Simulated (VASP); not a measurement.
Band structure of ZnS (space group P6_3mc). Level of theory: PBEsol GGA, VASP's PBE PAW potentials (set 64) (plane waves; VASP).

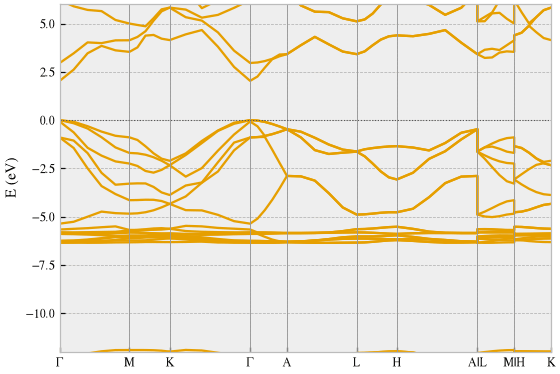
Figure. Bands along high-symmetry lines, zero at the valence-band maximum or, without a gap, the Fermi level

Read the plot: is there a gap, and where are the band edges?

The gap is direct, 2.03 eV, from the valence maximum at Γ to the conduction minimum at Γ.

The structure is a typed ZnS crystal (P6_3mc). The cell was not relaxed at this level.
